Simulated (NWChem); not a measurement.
# One shape, several levels: SiH4O2 (SMILES O[SiH2]O)

Wanted: a comparison of 6 runs (HF/def2-SVPD, B3LYP/def2-SVPD, M06-2X/def2-SVPD, PBE0/def2-SVPD, MP2/def2-SVPD, CCSD(T)/def2-SVPD) of SiH4O2. 

The results are computed with NWChem 7.3.0.

4 further runs of the same task are left out: 2 that didn't finish, 2 set aside as unsound or not needed.

### Step 1. Starting point

The species is SiH4O2 (7 atoms), meant as a singlet with charge 0. SMILES: `O[SiH2]O`. The O1–Si2 distance was set to 3.612 Å, away from the relaxed value. At this shape a bond of the SMILES string is far longer than usual.

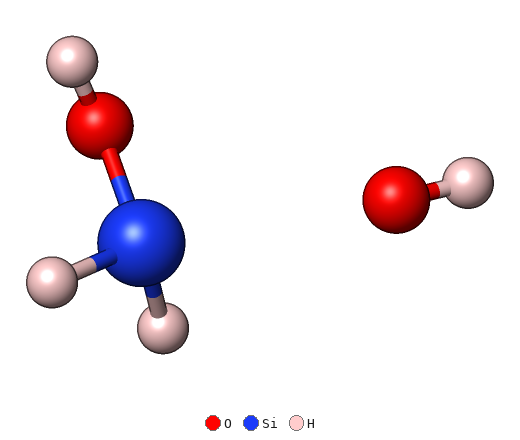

Viewed from a chosen angle; oxygen red, silicon blue, hydrogen pink.

### Step 2. The energy at HF/def2-SVPD (run 1)

File run.py:

```python
from ase import Atoms
from ase.calculators.nwchem import NWChem

molecule = Atoms(['O', 'Si', 'O', 'H', 'H', 'H', 'H'], positions=[
    [-3.109044, -1.043154, -0.874731],
    [0.051410, 0.422210, 0.079240],
    [1.274030, -0.668570, 0.183160],
    [-3.180554, -1.414874, -1.755141],
    [0.526670, 1.393040, -0.933360],
    [-0.229300, 1.048860, 1.391580],
    [1.219010, -1.336090, 0.868560],
])

calc = NWChem(
    label='h4o2si',
    theory='scf',
    memory='2200 mb',
    basis='def2-SVPD',
    basispar='spherical bse',
    scf={'nopen': '0', 'rhf': None, 'thresh': '1e-08', 'maxiter': '80'},
    task='energy',
)
molecule.calc = calc

e = molecule.get_potential_energy()
print(f"E = {e:.6f} eV")
print("dipole (e A):", molecule.get_dipole_moment().round(4))
```

On the command line:

```sh
$ export ASE_NWCHEM_COMMAND="nwchem PREFIX.nwi > PREFIX.nwo"
$ python run.py
```

The program printed:

```text
E = -11989.795389 eV
dipole (e A): [1.6832 0.6147 0.5838]
```

The calculator wrote h4o2si.nwi:

```
title "h4o2si"

permanent_dir h4o2si

scratch_dir h4o2si

start h4o2si

geometry units angstrom nocenter noautosym noautoz
  O  -3.1090439999999999e+00 -1.0431539999999999e+00 -8.7473100000000004e-01
  Si 5.1409999999999997e-02 4.2220999999999997e-01 7.9240000000000005e-02
  O  1.2740300000000000e+00 -6.6857000000000000e-01 1.8315999999999999e-01
  H  -3.1805539999999999e+00 -1.4148740000000000e+00 -1.7551410000000001e+00
  H  5.2666999999999997e-01 1.3930400000000001e+00 -9.3335999999999997e-01
  H  -2.2930000000000000e-01 1.0488599999999999e+00 1.3915800000000000e+00
  H  1.2190099999999999e+00 -1.3360900000000000e+00 8.6856000000000000e-01
end

memory 2200 mb

basis spherical bse noprint
   * library def2-SVPD
end

scf
  nopen 0
  rhf
  thresh 1e-08
  maxiter 80
end

task scf energy
```

h4o2si.nwo, cut to the lines that bear on the results:

```text
[...]
      One-electron energy =   -791.723642509979
[... 1 line left out ...]
 Nuclear repulsion energy =     91.885853953971
[... 35 lines left out ...]
                       ROHF Final Molecular Orbital Analysis
[... 313 lines left out ...]
 moments of inertia (a.u.)
[...]
```

It took 41 s on 1 thread of Intel Xeon 6975P-C (Granite Rapids), shared host; peak memory 0.097 GiB.

### Step 3. A single-point energy at B3LYP/def2-SVPD (run 2)

File h4o2si.nw:

```
start h4o2si
title "H4O2Si"
memory 2200 mb

geometry units bohr noautosym nocenter noautoz
  O  -5.87524167 -1.97127537 -1.65300202
  Si  0.09715082  0.79786127  0.14974190
  O   2.40756777 -1.26341420  0.34612224
  H  -6.01037598 -2.67372436 -3.31673580
  H   0.99526206  2.63246408 -1.76379478
  H  -0.43331420  1.98205814  2.62970508
  H   2.30359504 -2.52484418  1.64134052
end

basis spherical bse
  * library def2-SVPD
end

dft
  xc b3lyp
  grid fine
  convergence energy 1e-08
  maxiter 100
  mulliken
  print medium
end

task dft energy
```

On the command line:

```sh
$ nwchem h4o2si.nw > h4o2si.out
```

The program printed:

```text
[...]
          Wavefunction type:  closed shell.
          No. of atoms     :     7
          No. of electrons :    34
[...]
          Charge           :     0
          Spin multiplicity:     1
[...]
          AO basis - number of functions:   102
[...]
              XC Information
              --------------
                         B3LYP Method XC Potential
                     Hartree-Fock (Exact) Exchange  0.200
                        Slater Exchange Functional  0.800 local
                    Becke 1988 Exchange Functional  0.720 non-local
              Lee-Yang-Parr Correlation Functional  0.810
                  VWN I RPA Correlation Functional  0.190 local
[...]
 d= 0,ls=0.0,diis     1   -441.7879154205 -5.34D+02  7.78D-02  1.49D+00     1.9
[...]
 d= 0,ls=0.5,diis    58   -442.0543131058 -9.26D-09  1.87D-06  1.47D-08    82.5
         Total DFT energy =     -442.054313113013
      One electron energy =     -792.317973413417
           Coulomb energy =      297.808027982413
    Exchange-Corr. energy =      -39.430215013433
 Nuclear repulsion energy =       91.885847331423
[...]
      Total Density - Mulliken Population Analysis
     ---------------------------------------------
    Atom       Charge   Shell Charges
 -----------   ------   -------------------------------------------------------
    1 O    8     8.53   1.99  1.13  0.68  0.07  2.73  1.63  0.30  0.01 -0.01
    2 Si  14    13.51   2.00  1.98  1.14  0.17 -0.01  5.92  1.13  0.88  0.23  0.06
    3 O    8     8.49   1.99  1.09  0.62  0.10  2.89  1.65  0.13  0.01  0.01
    4 H    1     0.92   0.73  0.07  0.07  0.06
    5 H    1     0.87   0.74  0.13  0.01 -0.01
    6 H    1     0.87   0.73  0.13  0.01 -0.01
    7 H    1     0.81   0.69  0.04  0.07  0.01
[...]
```

It took 85 s on 1 thread of Intel Xeon 6975P-C (Granite Rapids), shared host; peak memory 0.11 GiB.

Runs 3 to 4 aren't shown in full; the table further down has their settings and results.

### Step 4. The energy at MP2/def2-SVPD (run 5)

File h4o2si.xyz:

```xyz
7
H4O2Si
O     -3.109044    -1.043154    -0.874731
Si     0.051410     0.422210     0.079240
O      1.274030    -0.668570     0.183160
H     -3.180554    -1.414874    -1.755141
H      0.526670     1.393040    -0.933360
H     -0.229300     1.048860     1.391580
H      1.219010    -1.336090     0.868560
```

File h4o2si.nw:

```
start h4o2si
title "H4O2Si"
memory 2200 mb
geometry noautosym nocenter noautoz
   load format xyz h4o2si.xyz
end
basis spherical bse
   * library def2-SVPD
end
scf
   thresh 1e-08
   maxiter 80
end
mp2
   freeze core 7
   tight
end
task mp2
```

On the command line:

```sh
$ nwchem h4o2si.nw > h4o2si.out
```

The program printed:

```text
[...]
  functions       =   102
[...]
  wavefunction    = RHF
[...]
         Total SCF energy =   -440.616857167963
      One-electron energy =   -791.723642509873
      Two-electron energy =    259.220931387938
 Nuclear repulsion energy =     91.885853953972
        Time for solution =     38.0s
[...]
          Total MP2 energy          -441.168122995850
[...]
```

It took 41 s on 1 thread of Intel Xeon 6975P-C (Granite Rapids), shared host; peak memory 0.26 GiB.

### Step 5. A single-point energy at CCSD(T)/def2-SVPD (run 6)

File mol.nw:

```
start mol
memory 2200 mb

geometry units angstrom noautosym nocenter noautoz
  O     -3.109044    -1.043154    -0.874731
  Si     0.051410     0.422210     0.079240
  O      1.274030    -0.668570     0.183160
  H     -3.180554    -1.414874    -1.755141
  H      0.526670     1.393040    -0.933360
  H     -0.229300     1.048860     1.391580
  H      1.219010    -1.336090     0.868560
end

basis spherical bse
  * library def2-SVPD
end

scf
  thresh 1e-08
  maxiter 80
end

ccsd
  freeze core 7
  maxiter 60
end

task ccsd(t) energy
```

On the command line:

```sh
$ nwchem mol.nw > mol.out
```

The program printed:

```text
[...]
  functions       =   102
[...]
  wavefunction    = RHF
[...]
         Total SCF energy =   -440.616857167981
      One-electron energy =   -791.723642509961
      Two-electron energy =    259.220931388008
 Nuclear repulsion energy =     91.885853953972
        Time for solution =     36.5s
[...]
 Total MP2 energy:           -441.168122995857743
[...]
             energy      energy      error      ampl     ampl      Block
                                                time     time      time
[...]
 Total CCSD energy:           -441.191157466029381
[...]
 Total CCSD+T(CCSD) energy:           -441.258156401799056
[...]
 Total CCSD(T) energy:                -441.242126069917447
[...]
```

Run time: 5.6 min. Hardware: 1 thread of Intel Xeon 6975P-C (Granite Rapids), shared host; peak memory 0.3 GiB.

### Step 6. Overview of the runs

| run | level | iteration cap | module | energy (Eh) | dipole moment (D) | HOMO energy (eV) | LUMO energy (eV) | wall time |
| --- | --- | --- | --- | --- | --- | --- | --- | --- |
| 1 | HF/def2-SVPD | 80 | scf | -440.616857 | 9.05 | -8.23 | -1.70 | 41 s |
| 2 | B3LYP/def2-SVPD | 100 | dft | -442.054313 | 5.89 | -6.36 | -4.57 | 85 s |
| 3 | M06-2X/def2-SVPD | 100 | dft | -441.920927 | 6.64 | -7.27 | -3.71 | 28 s |
| 4 | PBE0/def2-SVPD | 100 | dft | -441.733504 | 6.01 | -6.49 | -4.38 | 21 s |
| 5 | MP2/def2-SVPD | 80 | mp2 | -441.168123 | – | -8.23 | -1.70 | 41 s |
| 6 | CCSD(T)/def2-SVPD | 80 | ccsd(t) | -441.242126 | – | -8.23 | -1.70 | 5.6 min |

### Step 7. Results

```
                                          quantity          value
                               run 6: total energy  -441.24213 Eh
        run 6: HOMO energy (Hartree–Fock orbitals)       -8.23 eV
        run 6: LUMO energy (Hartree–Fock orbitals)       -1.70 eV
      run 6: HOMO–LUMO gap (Hartree–Fock orbitals)        6.52 eV
run 6: correlation energy (7 core orbitals frozen)     -625.3 mEh
                             run 6: (T) correction     -50.97 mEh
```

In words: Below the HF energy at the same shape and in the same basis (def2-SVPD): MP2 -551.3 mEh; CCSD(T) -625.3 mEh. Over runs 1, 2, 3, 4 the dipole moment (its size) runs from 5.89 D (B3LYP/def2-SVPD) to 9.05 D (HF/def2-SVPD). Over runs 1, 2, 3, 4 the HOMO–LUMO gap runs from 1.79 eV (B3LYP/def2-SVPD) to 6.52 eV (HF/def2-SVPD). Exact exchange widens orbital gaps. Totals of different functionals can't be ranked against each other. In runs 1, 2, 3, 4, 5, 6 a closed-shell determinant meets a far-stretched bond, which it describes badly. All runs together took 9.2 min, the longest 5.6 min.
